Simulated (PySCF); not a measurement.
The calculation's input:

```
from pyscf import gto, dft

system = gto.Mole()
system.atom = [
    ('B', (-0.072583, -0.402725, -1.075537)),
    ('Si', (-0.095422, -2.192445, -0.618170)),
    ('H', (0.383226, -0.675426, 0.143071)),
    ('H', (-0.142109, 0.753009, -1.396309)),
    ('H', (0.871209, -1.141278, -1.651459)),
]
system.max_memory = 3720
system.basis = 'def2-tzvpd'
system.charge = 0
system.verbose = 3
system.build()

ks = dft.RKS(system, xc='pbe0')
ks = ks.density_fit(auxbasis='def2-universal-jkfit')
ks.conv_tol = 1e-09
ks.max_cycle = 100
ks.grids.level = 3
ks.kernel()
if not ks.converged:
    ks = ks.newton().run(ks.mo_coeff, ks.mo_occ)

energy = ks.e_tot
print(f'total energy: {energy:.8f} hartree')
grad = ks.nuc_grad_method().kernel()
dip = ks.dip_moment()
pop, q = ks.mulliken_pop()
```

Run with:

```sh
OMP_NUM_THREADS=2 python calc.py
```

Geometry: BLYP-D3(BJ)/def2-SVP.

All numbers below come from Gaussian-basis quantum chemistry of an isolated molecule with PySCF, energy and nuclear gradient, functional PBE0 in PySCF 2.14.0.

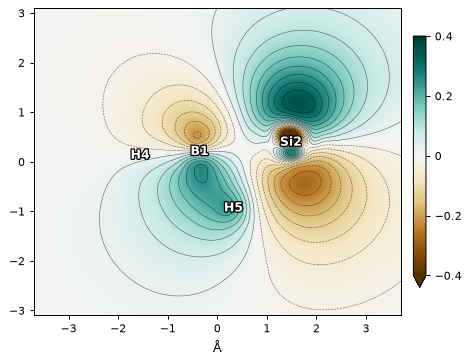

BH3Si. The LUMO on the plane of atoms H4, B1 and H5 (values in Å⁻³ᐟ²; the overall sign is arbitrary).

Describe this orbital and give its energy.

Answer. It lies mainly on Si2 (about 75 %) and B1 (about 15 %). Its energy is −1.64 eV.
